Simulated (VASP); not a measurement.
Band structure of CuI (zinc blende). These are vdW-DF2, VASP's PBE PAW potentials (set 64) (plane waves; VASP) values and carry that method's errors.

Unless said otherwise, spin-orbit coupling is left out, though it shifts the bands of the heavy elements here.

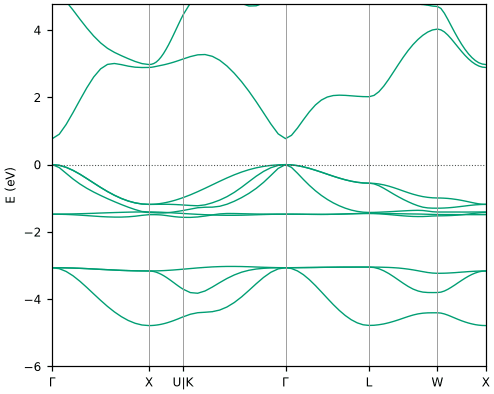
Figure: Bands along high-symmetry lines, zero at the valence-band maximum or, without a gap, the Fermi level

Question: Read the plot: is there a gap, and where are the band edges?

Answer: The gap is direct, 0.77 eV, from the valence maximum at Γ to the conduction minimum at Γ. (Edges off the drawn lines would not show.)

Measured: gap 3.12 eV (computed value off by -2.35 eV), as given by Abedi et al., (2022), arXiv:2211.14644.

The compound is CuI in the zinc blende structure. It was relaxed first, which changed the volume by +13 %.
